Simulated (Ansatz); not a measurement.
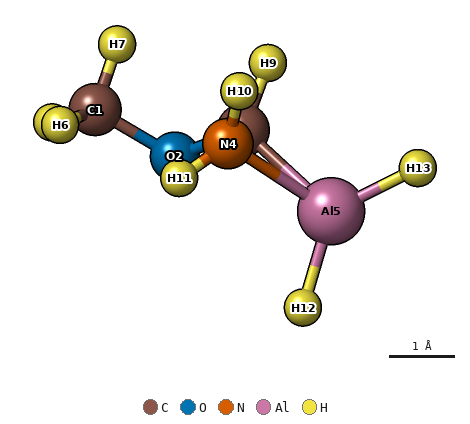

Figure 1. The input geometry (ball-and-stick view, seen at a tilt; atoms are numbered from 1 in the order of the input). Sticks mark near contacts.

# Run report: C2H8AlNO, molecular dynamics (part 1 of 3)

System: C2H8AlNO.
Method: RKS CAM-B3LYP-D4/6-31G (Ansatz 0.2.0).

One setting was made poor on purpose. It belongs to a series of runs on one base structure; here: dynamics from the last frame of an earlier run. Figures and captions count atoms from 1; the log counts them from 0 in places.

Output
```
Engine: ansatz 0.2.0, aarch64-unknown-linux-gnu
Functional definition: CAM-B3LYP
  parameter alpha = 0.19
  parameter beta = 0.46
  parameter omega = 0.33/bohr
  parameter ac = 0.81
  exchange = (1 - alpha - beta)*b88_x + beta*b88_x_sr(omega) + alpha*exact_x + beta*exact_x_lr(omega)
  correlation = (1 - ac)*vwn5_c + ac*lyp_c
these checks for a lower state are left out or cut short: stability, starts, cluster_reference, orbital_swaps, neighbouring_geometries, increment
935 factors; integrals over basis functions are off by at most 1.7e-4 eV
386 factors; integrals over basis functions are off by at most 5.8e-7 eV
mean field evaluation 1: about -12327.0092 eV, gradient 4.6e1 eV
mean field evaluation 2: about -12326.2859 eV, gradient 5.1e1 eV
mean field evaluation 4: about -12331.5043 eV, gradient 1.7e0 eV
mean field evaluation 8: about -12331.5003 eV, gradient 1.3e-1 eV
mean field evaluation 16: about -12331.5004 eV, gradient 9.2e-6 eV
mean field -12331.50035199 eV, -453.1742793444 hartree, gradient 9.2e-6 eV, S^2 0.000000; 0 other end points of the search recorded, 0 dependent functions left out
the calculation of the forces begins
reference -12331.50048582 eV, -453.1742842627 hartree; 24, 24 occupied and 41, 41 virtual orbitals, 935 factors
md step     0: t =     0.00 fs  T =   300.0 K  F+E_penalty+E_count = -12331.70821509 eV  E_kin = 0.426558 eV  conserved = -12331.28165709 eV  (14 SCF iters)
these checks for a lower state are left out or cut short: stability, starts, cluster_reference, orbital_swaps, neighbouring_geometries, increment
935 factors; integrals over basis functions are off by at most 1.7e-4 eV
386 factors; integrals over basis functions are off by at most 5.8e-7 eV
mean field -12331.51374406 eV, -453.1747714942 hartree, gradient 2.1e-6 eV, S^2 0.000000; 0 other end points of the search recorded, 0 dependent functions left out
the calculation of the forces begins
reference -12331.51387814 eV, -453.1747764212 hartree; 24, 24 occupied and 41, 41 virtual orbitals, 935 factors
md step     1: t =     1.00 fs  T =   305.7 K  F+E_penalty+E_count = -12331.72147616 eV  E_kin = 0.434733 eV  conserved = -12331.28409308 eV  (20 SCF iters, 3 dispersion substeps)
[... from here on the SCF iterations and repeated set-up lines of each step are left out, up to the last step ...]
md step     2: t =     2.00 fs  T =   317.4 K  F+E_penalty+E_count = -12331.76972886 eV  E_kin = 0.451329 eV  conserved = -12331.29060119 eV  (19 SCF iters, 3 dispersion substeps)
md step     3: t =     3.00 fs  T =   278.8 K  F+E_penalty+E_count = -12331.76784621 eV  E_kin = 0.396376 eV  conserved = -12331.28806161 eV  (20 SCF iters, 3 dispersion substeps)
md step     4: t =     4.00 fs  T =   269.3 K  F+E_penalty+E_count = -12331.75355095 eV  E_kin = 0.382920 eV  conserved = -12331.28488948 eV  (20 SCF iters, 3 dispersion substeps)
md step     5: t =     5.00 fs  T =   328.6 K  F+E_penalty+E_count = -12331.77371786 eV  E_kin = 0.467220 eV  conserved = -12331.28466751 eV  (20 SCF iters, 3 dispersion substeps)
md step     6: t =     6.00 fs  T =   354.0 K  F+E_penalty+E_count = -12331.82757332 eV  E_kin = 0.503339 eV  conserved = -12331.28681830 eV  (20 SCF iters, 3 dispersion substeps)
md step     7: t =     7.00 fs  T =   282.9 K  F+E_penalty+E_count = -12331.87854324 eV  E_kin = 0.402213 eV  conserved = -12331.29091121 eV  (20 SCF iters, 3 dispersion substeps)
md step     8: t =     8.00 fs  T =   235.2 K  F+E_penalty+E_count = -12331.89483582 eV  E_kin = 0.334435 eV  conserved = -12331.29292621 eV  (20 SCF iters, 3 dispersion substeps)
md step     9: t =     9.00 fs  T =   267.0 K  F+E_penalty+E_count = -12331.87714045 eV  E_kin = 0.379654 eV  conserved = -12331.28901627 eV  (20 SCF iters, 3 dispersion substeps)
md step    10: t =    10.00 fs  T =   369.9 K  F+E_penalty+E_count = -12331.86833323 eV  E_kin = 0.525919 eV  conserved = -12331.28585933 eV  (20 SCF iters, 3 dispersion substeps)
md step    11: t =    11.00 fs  T =   358.4 K  F+E_penalty+E_count = -12331.88924804 eV  E_kin = 0.509586 eV  conserved = -12331.29075460 eV  (20 SCF iters, 3 dispersion substeps)
md step    12: t =    12.00 fs  T =   240.4 K  F+E_penalty+E_count = -12331.88322205 eV  E_kin = 0.341773 eV  conserved = -12331.29230466 eV  (20 SCF iters, 3 dispersion substeps)
md step    13: t =    13.00 fs  T =   212.1 K  F+E_penalty+E_count = -12331.85463333 eV  E_kin = 0.301600 eV  conserved = -12331.29083346 eV  (21 SCF iters, 3 dispersion substeps)
md step    14: t =    14.00 fs  T =   310.6 K  F+E_penalty+E_count = -12331.81847561 eV  E_kin = 0.441579 eV  conserved = -12331.28936334 eV  (21 SCF iters, 3 dispersion substeps)
md step    15: t =    15.00 fs  T =   413.3 K  F+E_penalty+E_count = -12331.75676809 eV  E_kin = 0.587666 eV  conserved = -12331.28692675 eV  (21 SCF iters, 3 dispersion substeps)
md step    16: t =    16.00 fs  T =   295.8 K  F+E_penalty+E_count = -12331.68732201 eV  E_kin = 0.420552 eV  conserved = -12331.28398073 eV  (21 SCF iters, 3 dispersion substeps)
md step    17: t =    17.00 fs  T =   224.1 K  F+E_penalty+E_count = -12331.67215179 eV  E_kin = 0.318693 eV  conserved = -12331.28641368 eV  (21 SCF iters, 3 dispersion substeps)
md step    18: t =    18.00 fs  T =   282.0 K  F+E_penalty+E_count = -12331.68577580 eV  E_kin = 0.400978 eV  conserved = -12331.28965211 eV  (21 SCF iters, 3 dispersion substeps)
md step    19: t =    19.00 fs  T =   372.3 K  F+E_penalty+E_count = -12331.66986524 eV  E_kin = 0.529331 eV  conserved = -12331.28359080 eV  (21 SCF iters, 3 dispersion substeps)
md step    20: t =    20.00 fs  T =   336.0 K  F+E_penalty+E_count = -12331.66750515 eV  E_kin = 0.477791 eV  conserved = -12331.28076346 eV  (21 SCF iters, 3 dispersion substeps)
md step    21: t =    21.00 fs  T =   266.1 K  F+E_penalty+E_count = -12331.71767148 eV  E_kin = 0.378419 eV  conserved = -12331.28631662 eV  (21 SCF iters, 3 dispersion substeps)
md step    22: t =    22.00 fs  T =   259.8 K  F+E_penalty+E_count = -12331.76769532 eV  E_kin = 0.369445 eV  conserved = -12331.28915466 eV  (21 SCF iters, 3 dispersion substeps)
md step    23: t =    23.00 fs  T =   301.9 K  F+E_penalty+E_count = -12331.79096628 eV  E_kin = 0.429205 eV  conserved = -12331.28876039 eV  (21 SCF iters, 3 dispersion substeps)
md step    24: t =    24.00 fs  T =   329.7 K  F+E_penalty+E_count = -12331.78717558 eV  E_kin = 0.468839 eV  conserved = -12331.28583657 eV  (21 SCF iters, 3 dispersion substeps)
md step    25: t =    25.00 fs  T =   307.6 K  F+E_penalty+E_count = -12331.79004755 eV  E_kin = 0.437309 eV  conserved = -12331.28518185 eV  (21 SCF iters, 3 dispersion substeps)
md step    26: t =    26.00 fs  T =   281.2 K  F+E_penalty+E_count = -12331.81079518 eV  E_kin = 0.399801 eV  conserved = -12331.28955255 eV  (21 SCF iters, 3 dispersion substeps)
md step    27: t =    27.00 fs  T =   272.2 K  F+E_penalty+E_count = -12331.80244242 eV  E_kin = 0.386999 eV  conserved = -12331.29037109 eV  (21 SCF iters, 3 dispersion substeps)
md step    28: t =    28.00 fs  T =   288.9 K  F+E_penalty+E_count = -12331.75457064 eV  E_kin = 0.410824 eV  conserved = -12331.28501803 eV  (21 SCF iters, 3 dispersion substeps)
md step    29: t =    29.00 fs  T =   337.2 K  F+E_penalty+E_count = -12331.72359153 eV  E_kin = 0.479439 eV  conserved = -12331.28207384 eV  (20 SCF iters, 3 dispersion substeps)
md step    30: t =    30.00 fs  T =   341.0 K  F+E_penalty+E_count = -12331.73929827 eV  E_kin = 0.484910 eV  conserved = -12331.28519438 eV  (20 SCF iters, 3 dispersion substeps)
md step    31: t =    31.00 fs  T =   278.6 K  F+E_penalty+E_count = -12331.76141833 eV  E_kin = 0.396111 eV  conserved = -12331.28691901 eV  (20 SCF iters, 3 dispersion substeps)
md step    32: t =    32.00 fs  T =   255.3 K  F+E_penalty+E_count = -12331.77791084 eV  E_kin = 0.362977 eV  conserved = -12331.28741985 eV  (20 SCF iters, 3 dispersion substeps)
md step    33: t =    33.00 fs  T =   303.4 K  F+E_penalty+E_count = -12331.79507596 eV  E_kin = 0.431395 eV  conserved = -12331.28596656 eV  (20 SCF iters, 3 dispersion substeps)
md step    34: t =    34.00 fs  T =   359.6 K  F+E_penalty+E_count = -12331.83176161 eV  E_kin = 0.511308 eV  conserved = -12331.28384155 eV  (20 SCF iters, 3 dispersion substeps)
md step    35: t =    35.00 fs  T =   319.4 K  F+E_penalty+E_count = -12331.90334498 eV  E_kin = 0.454088 eV  conserved = -12331.28840981 eV  (20 SCF iters, 3 dispersion substeps)
md step    36: t =    36.00 fs  T =   249.9 K  F+E_penalty+E_count = -12331.95605092 eV  E_kin = 0.355268 eV  conserved = -12331.29315534 eV  (20 SCF iters, 3 dispersion substeps)
md step    37: t =    37.00 fs  T =   239.4 K  F+E_penalty+E_count = -12331.96028511 eV  E_kin = 0.340445 eV  conserved = -12331.29150918 eV  (20 SCF iters, 3 dispersion substeps)
md step    38: t =    38.00 fs  T =   312.0 K  F+E_penalty+E_count = -12331.94454612 eV  E_kin = 0.443639 eV  conserved = -12331.28866795 eV  (20 SCF iters, 3 dispersion substeps)
md step    39: t =    39.00 fs  T =   373.6 K  F+E_penalty+E_count = -12331.92602259 eV  E_kin = 0.531236 eV  conserved = -12331.29063906 eV  (20 SCF iters, 3 dispersion substeps)
md step    40: t =    40.00 fs  T =   283.7 K  F+E_penalty+E_count = -12331.87228040 eV  E_kin = 0.403334 eV  conserved = -12331.29097835 eV  (20 SCF iters, 3 dispersion substeps)
md step    41: t =    41.00 fs  T =   212.4 K  F+E_penalty+E_count = -12331.79508523 eV  E_kin = 0.302022 eV  conserved = -12331.28869190 eV  (20 SCF iters, 3 dispersion substeps)
md step    42: t =    42.00 fs  T =   260.4 K  F+E_penalty+E_count = -12331.71522306 eV  E_kin = 0.370322 eV  conserved = -12331.28673445 eV  (20 SCF iters, 3 dispersion substeps)
md step    43: t =    43.00 fs  T =   404.8 K  F+E_penalty+E_count = -12331.61354150 eV  E_kin = 0.575596 eV  conserved = -12331.28070345 eV  (20 SCF iters, 3 dispersion substeps)
md step    44: t =    44.00 fs  T =   374.2 K  F+E_penalty+E_count = -12331.53350332 eV  E_kin = 0.532046 eV  conserved = -12331.27515294 eV  (20 SCF iters, 3 dispersion substeps)
md step    45: t =    45.00 fs  T =   253.4 K  F+E_penalty+E_count = -12331.55429810 eV  E_kin = 0.360249 eV  conserved = -12331.28188532 eV  (20 SCF iters, 3 dispersion substeps)
md step    46: t =    46.00 fs  T =   242.3 K  F+E_penalty+E_count = -12331.60651212 eV  E_kin = 0.344503 eV  conserved = -12331.28577786 eV  (20 SCF iters, 3 dispersion substeps)
md step    47: t =    47.00 fs  T =   318.3 K  F+E_penalty+E_count = -12331.65373343 eV  E_kin = 0.452536 eV  conserved = -12331.28333578 eV  (20 SCF iters, 3 dispersion substeps)
md step    48: t =    48.00 fs  T =   373.5 K  F+E_penalty+E_count = -12331.72036822 eV  E_kin = 0.531122 eV  conserved = -12331.28176901 eV  (20 SCF iters, 3 dispersion substeps)
md step    49: t =    49.00 fs  T =   304.2 K  F+E_penalty+E_count = -12331.81565411 eV  E_kin = 0.432481 eV  conserved = -12331.28535744 eV  (20 SCF iters, 3 dispersion substeps)
md step    50: t =    50.00 fs  T =   246.4 K  F+E_penalty+E_count = -12331.90568043 eV  E_kin = 0.350278 eV  conserved = -12331.28951474 eV  (20 SCF iters, 3 dispersion substeps)
md step    51: t =    51.00 fs  T =   260.3 K  F+E_penalty+E_count = -12331.96915001 eV  E_kin = 0.370085 eV  conserved = -12331.29268735 eV  (21 SCF iters, 3 dispersion substeps)
md step    52: t =    52.00 fs  T =   307.9 K  F+E_penalty+E_count = -12331.98211288 eV  E_kin = 0.437861 eV  conserved = -12331.29238660 eV  (21 SCF iters, 3 dispersion substeps)
md step    53: t =    53.00 fs  T =   321.3 K  F+E_penalty+E_count = -12331.94426154 eV  E_kin = 0.456809 eV  conserved = -12331.28611684 eV  (20 SCF iters, 3 dispersion substeps)
md step    54: t =    54.00 fs  T =   306.0 K  F+E_penalty+E_count = -12331.92962765 eV  E_kin = 0.435101 eV  conserved = -12331.28618655 eV  (20 SCF iters, 3 dispersion substeps)
md step    55: t =    55.00 fs  T =   290.9 K  F+E_penalty+E_count = -12331.93892445 eV  E_kin = 0.413568 eV  conserved = -12331.29114706 eV  (20 SCF iters, 3 dispersion substeps)
md step    56: t =    56.00 fs  T =   274.3 K  F+E_penalty+E_count = -12331.91087165 eV  E_kin = 0.390047 eV  conserved = -12331.28918715 eV  (20 SCF iters, 3 dispersion substeps)
md step    57: t =    57.00 fs  T =   288.6 K  F+E_penalty+E_count = -12331.86276654 eV  E_kin = 0.410288 eV  conserved = -12331.28556500 eV  (20 SCF iters, 3 dispersion substeps)
md step    58: t =    58.00 fs  T =   332.9 K  F+E_penalty+E_count = -12331.83034446 eV  E_kin = 0.473346 eV  conserved = -12331.28580082 eV  (20 SCF iters, 3 dispersion substeps)
md step    59: t =    59.00 fs  T =   323.9 K  F+E_penalty+E_count = -12331.80407965 eV  E_kin = 0.460604 eV  conserved = -12331.28617995 eV  (20 SCF iters, 3 dispersion substeps)
md step    60: t =    60.00 fs  T =   273.9 K  F+E_penalty+E_count = -12331.77827109 eV  E_kin = 0.389423 eV  conserved = -12331.28634389 eV  (20 SCF iters, 3 dispersion substeps)
md step    61: t =    61.00 fs  T =   268.3 K  F+E_penalty+E_count = -12331.75636193 eV  E_kin = 0.381446 eV  conserved = -12331.28710459 eV  (20 SCF iters, 3 dispersion substeps)
md step    62: t =    62.00 fs  T =   314.6 K  F+E_penalty+E_count = -12331.72849843 eV  E_kin = 0.447368 eV  conserved = -12331.28394075 eV  (20 SCF iters, 3 dispersion substeps)
md step    63: t =    63.00 fs  T =   349.2 K  F+E_penalty+E_count = -12331.71848686 eV  E_kin = 0.496457 eV  conserved = -12331.28316891 eV  (20 SCF iters, 3 dispersion substeps)
md step    64: t =    64.00 fs  T =   300.2 K  F+E_penalty+E_count = -12331.72352701 eV  E_kin = 0.426783 eV  conserved = -12331.28737350 eV  (20 SCF iters, 3 dispersion substeps)
md step    65: t =    65.00 fs  T =   248.9 K  F+E_penalty+E_count = -12331.70731018 eV  E_kin = 0.353843 eV  conserved = -12331.28458927 eV  (21 SCF iters, 3 dispersion substeps)
md step    66: t =    66.00 fs  T =   291.0 K  F+E_penalty+E_count = -12331.71442170 eV  E_kin = 0.413773 eV  conserved = -12331.28164237 eV  (21 SCF iters, 3 dispersion substeps)
md step    67: t =    67.00 fs  T =   382.2 K  F+E_penalty+E_count = -12331.78092887 eV  E_kin = 0.543455 eV  conserved = -12331.28446618 eV  (21 SCF iters, 3 dispersion substeps)
md step    68: t =    68.00 fs  T =   322.8 K  F+E_penalty+E_count = -12331.85767347 eV  E_kin = 0.458925 eV  conserved = -12331.28805145 eV  (21 SCF iters, 3 dispersion substeps)
md step    69: t =    69.00 fs  T =   233.4 K  F+E_penalty+E_count = -12331.90607361 eV  E_kin = 0.331820 eV  conserved = -12331.28945068 eV  (21 SCF iters, 3 dispersion substeps)
md step    70: t =    70.00 fs  T =   244.4 K  F+E_penalty+E_count = -12331.94184087 eV  E_kin = 0.347485 eV  conserved = -12331.29071305 eV  (21 SCF iters, 3 dispersion substeps)
md step    71: t =    71.00 fs  T =   334.4 K  F+E_penalty+E_count = -12331.96075404 eV  E_kin = 0.475505 eV  conserved = -12331.29027641 eV  (21 SCF iters, 3 dispersion substeps)
md step    72: t =    72.00 fs  T =   360.4 K  F+E_penalty+E_count = -12331.95578192 eV  E_kin = 0.512383 eV  conserved = -12331.28683222 eV  (21 SCF iters, 3 dispersion substeps)
md step    73: t =    73.00 fs  T =   279.8 K  F+E_penalty+E_count = -12331.96050226 eV  E_kin = 0.397811 eV  conserved = -12331.28978618 eV  (21 SCF iters, 3 dispersion substeps)
md step    74: t =    74.00 fs  T =   236.4 K  F+E_penalty+E_count = -12331.95515171 eV  E_kin = 0.336079 eV  conserved = -12331.29233687 eV  (21 SCF iters, 3 dispersion substeps)
md step    75: t =    75.00 fs  T =   267.4 K  F+E_penalty+E_count = -12331.91203308 eV  E_kin = 0.380220 eV  conserved = -12331.28977162 eV  (21 SCF iters, 3 dispersion substeps)
md step    76: t =    76.00 fs  T =   347.4 K  F+E_penalty+E_count = -12331.83414843 eV  E_kin = 0.493955 eV  conserved = -12331.28543020 eV  (21 SCF iters, 3 dispersion substeps)
md step    77: t =    77.00 fs  T =   348.8 K  F+E_penalty+E_count = -12331.75011301 eV  E_kin = 0.495998 eV  conserved = -12331.28183561 eV  (21 SCF iters, 3 dispersion substeps)
md step    78: t =    78.00 fs  T =   281.4 K  F+E_penalty+E_count = -12331.71347408 eV  E_kin = 0.400134 eV  conserved = -12331.28140656 eV  (20 SCF iters, 3 dispersion substeps)
md step    79: t =    79.00 fs  T =   276.6 K  F+E_penalty+E_count = -12331.73452541 eV  E_kin = 0.393310 eV  conserved = -12331.28494042 eV  (21 SCF iters, 3 dispersion substeps)
md step    80: t =    80.00 fs  T =   314.1 K  F+E_penalty+E_count = -12331.76391506 eV  E_kin = 0.446601 eV  conserved = -12331.28894990 eV  (21 SCF iters, 3 dispersion substeps)
md step    81: t =    81.00 fs  T =   307.3 K  F+E_penalty+E_count = -12331.74680980 eV  E_kin = 0.436867 eV  conserved = -12331.28562103 eV  (21 SCF iters, 3 dispersion substeps)
md step    82: t =    82.00 fs  T =   289.9 K  F+E_penalty+E_count = -12331.73232037 eV  E_kin = 0.412175 eV  conserved = -12331.28140882 eV  (20 SCF iters, 3 dispersion substeps)
md step    83: t =    83.00 fs  T =   316.9 K  F+E_penalty+E_count = -12331.77777168 eV  E_kin = 0.450650 eV  conserved = -12331.28577025 eV  (20 SCF iters, 3 dispersion substeps)
md step    84: t =    84.00 fs  T =   316.9 K  F+E_penalty+E_count = -12331.82806229 eV  E_kin = 0.450517 eV  conserved = -12331.28857177 eV  (20 SCF iters, 3 dispersion substeps)
md step    85: t =    85.00 fs  T =   272.8 K  F+E_penalty+E_count = -12331.84197623 eV  E_kin = 0.387904 eV  conserved = -12331.28884392 eV  (21 SCF iters, 3 dispersion substeps)
md step    86: t =    86.00 fs  T =   261.4 K  F+E_penalty+E_count = -12331.83048968 eV  E_kin = 0.371639 eV  conserved = -12331.28713856 eV  (21 SCF iters, 3 dispersion substeps)
md step    87: t =    87.00 fs  T =   312.9 K  F+E_penalty+E_count = -12331.81888534 eV  E_kin = 0.444927 eV  conserved = -12331.28494378 eV  (21 SCF iters, 3 dispersion substeps)
md step    88: t =    88.00 fs  T =   356.3 K  F+E_penalty+E_count = -12331.82616812 eV  E_kin = 0.506664 eV  conserved = -12331.28519436 eV  (20 SCF iters, 3 dispersion substeps)
md step    89: t =    89.00 fs  T =   301.2 K  F+E_penalty+E_count = -12331.84248423 eV  E_kin = 0.428333 eV  conserved = -12331.28731993 eV  (20 SCF iters, 3 dispersion substeps)
md step    90: t =    90.00 fs  T =   250.3 K  F+E_penalty+E_count = -12331.85254407 eV  E_kin = 0.355886 eV  conserved = -12331.28745506 eV  (20 SCF iters, 3 dispersion substeps)
```
